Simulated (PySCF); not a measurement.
**Cu³⁺: dipole response in aug-cc-pVTZ-PP plus 1 even-tempered diffuse shell per l with ECP10**

How polarisable is Cu³⁺ at the levels listed below?

Program: PySCF 2.14.0. Level of theory: unrestricted determinants in a Gaussian basis, no spin-orbit coupling in the energies. These are calculated values, not measurements, unless marked.

## (1) What is computed

* Element: copper (Z = 29)
* Basis: aug-cc-pVTZ-PP with one added diffuse shell each of s, p, d, f, g type with ECP10MDF (7s7p6d4f3g, 113 functions)
* Hamiltonian: a scalar-relativistic core potential
* State 1: Cu³⁺: [Ar] 3d8, high-spin 3F determinant
* Methods: UHF, PBE

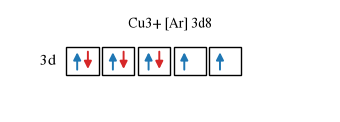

Occupation of the outer shells (arrows by Hund's rule).

The runs were made by one driver on top of PySCF. The scripts below sum up each run's settings (the driver also hands on starting orbitals that pick excited configurations, and frozen orbitals as a list rather than a count), and the logs come from the driver's own runs. The driver starts from symmetry-adapted Hartree-Fock orbitals, holds the occupation by maximum overlap and uses a logarithmic radial grid for functionals, so a plain start would take other cycles.

The integrals over 113 functions and the set-up took 4 s of CPU time.

## (2) Cu³⁺, method by method

Level: UHF.

The input, input.py:

```python
from pyscf import gto, scf, dft, mp, cc
import basis_set_exchange as bse
txt = bse.get_basis("aug-cc-pVTZ-PP", elements=["Cu"], fmt="nwchem", header=False, augment_diffuse=1)
cut = txt.index("\nECP")
mol = gto.M(atom="Cu 0 0 0", charge=3, spin=2, symmetry="D2h",
            basis=gto.basis.parse(txt[:cut]),
            ecp={"Cu": gto.basis.parse_ecp(txt[cut:])})
mf = scf.UHF(mol)
mf.irrep_nelec = {'Ag': (3, 1), 'B1g': (1, 1), 'B2g': (1, 1), 'B3g': (1, 1), 'B1u': (1, 1), 'B2u': (1, 1), 'B3u': (1, 1)}
mf.kernel()
```

Output:

```text
damping factor = 0
level_shift factor = 0
DIIS = <class 'pyscf.scf.diis.CDIIS'>
diis_start_cycle = 1
diis_space = 10
diis_damp = 0
SCF conv_tol = 1e-09
SCF conv_tol_grad = None
number electrons alpha = 9  beta = 7
cycle= 1 E= -194.053161815099  delta_E= -0.00886  |g|= 0.0388  |ddm|= 0.0336
cycle= 2 E= -194.053315609491  delta_E= -0.000154  |g|= 0.00551  |ddm|= 0.00654
cycle= 3 E= -194.053319370542  delta_E= -3.76e-06  |g|= 0.000839  |ddm|= 0.00203
cycle= 4 E= -194.053319483616  delta_E= -1.13e-07  |g|= 0.000276  |ddm|= 0.00054
cycle= 5 E= -194.053319506986  delta_E= -2.34e-08  |g|= 5.12e-05  |ddm|= 0.000229
cycle= 6 E= -194.053319507897  delta_E= -9.1e-10  |g|= 5e-06  |ddm|= 5.1e-05
converged SCF energy = -194.053319507897  <S^2> = 2.002552  2S+1 = 3.0017008
```

It used 91 s of CPU time after the integrals (shared host).

The occupied shells:

```csv
shell,electrons,mean orbital energy (eV),spread (eV),rms radius (bohr)
3s α,1,-192.61,0,0.759
3s β,1,-185.97,0,0.759
3p α,3,-143.65,0,0.799
3p β,3,-135.75,0,0.799
3d α,5,-62.131,1.694,0.945
3d β,3,-59.258,0,0.945
```

⟨S²⟩ = 2.003, ⟨L²⟩ = 12.02.

The driver then solved the coupled dipole response at imaginary frequencies: mean α = 1.393 bohr³, C₆ = 3.133 au for a like pair.

Energies and moments cover only the electrons outside the core potential.

Level: PBE.

Changes to input.py:

```diff
@@ -7,3 +7,3 @@
             ecp={"Cu": gto.basis.parse_ecp(txt[cut:])})
-mf = scf.UHF(mol)
+mf = dft.UKS(mol, xc="PBE")
 mf.irrep_nelec = {'Ag': (3, 1), 'B1g': (1, 1), 'B2g': (1, 1), 'B3g': (1, 1), 'B1u': (1, 1), 'B2u': (1, 1), 'B3u': (1, 1)}
```

Output:

```text
damping factor = 0
level_shift factor = 0
DIIS = <class 'pyscf.scf.diis.CDIIS'>
diis_start_cycle = 1
diis_space = 10
diis_damp = 0
SCF conv_tol = 1e-09
SCF conv_tol_grad = None
number electrons alpha = 9  beta = 7
XC functionals = PBE
    J. P. Perdew, K. Burke, and M. Ernzerhof.,  Phys. Rev. Lett. 77, 3865 (1996)
    J. P. Perdew, K. Burke, and M. Ernzerhof.,  Phys. Rev. Lett. 78, 1396 (1997)
    J. P. Perdew, K. Burke, and M. Ernzerhof.,  Phys. Rev. Lett. 77, 3865 (1996)
    J. P. Perdew, K. Burke, and M. Ernzerhof.,  Phys. Rev. Lett. 78, 1396 (1997)
cycle= 1 E= -194.872162456162  delta_E= -0.0135  |g|= 0.0464  |ddm|= 0.366
cycle= 2 E= -194.871976116764  delta_E= 0.000186  |g|= 0.0701  |ddm|= 0.0578
cycle= 3 E= -194.872597134824  delta_E= -0.000621  |g|= 0.0052  |ddm|= 0.0256
cycle= 4 E= -194.872601445132  delta_E= -4.31e-06  |g|= 0.000107  |ddm|= 0.00281
cycle= 5 E= -194.872601447397  delta_E= -2.27e-09  |g|= 4.99e-06  |ddm|= 7.43e-05
cycle= 6 E= -194.872601447404  delta_E= -6.45e-12  |g|= 3.39e-08  |ddm|= 6.66e-06
converged SCF energy = -194.872601447404  <S^2> = 2.0006515  2S+1 = 3.0004343
```

CPU time 37 s on a shared host, the integrals not counted.

The driver then solved the coupled dipole response at imaginary frequencies: mean α = 1.625 bohr³, C₆ = 3.699 au for a like pair.

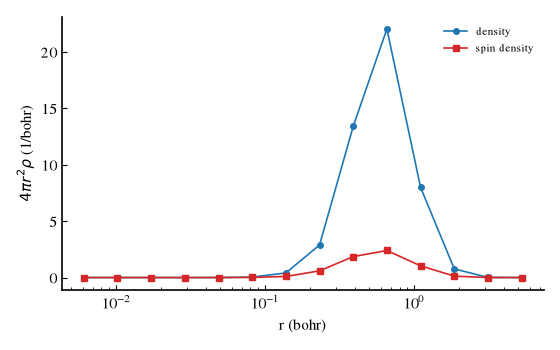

Radial density 4πr²ρ of Cu³⁺ at UHF, the electrons outside the core potential, at 14 stored radii joined by straight lines.

## (3) Polarisabilities and C₆

Cu³⁺, in atomic units:

```csv
method,mean α,C₆ (like pair),S(−4)
UHF,1.393,3.133,0.5630
PBE,1.625,3.699,0.9250
```

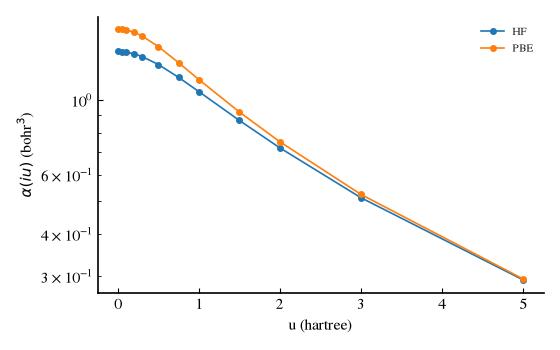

α(iu) of Cu³⁺, the polarisability at imaginary frequency, on a logarithmic scale.

## (4) Outcome

```
 quantity                             value
α of Cu³⁺  1.393 (UHF) to 1.625 (PBE) bohr³
```

In words: A single London oscillator with the computed α and C₆ of Cu³⁺ at UHF would have ω = 4 C₆ / (3 α²) = 2.15 hartree. The basis is finite, and no extrapolation was made.
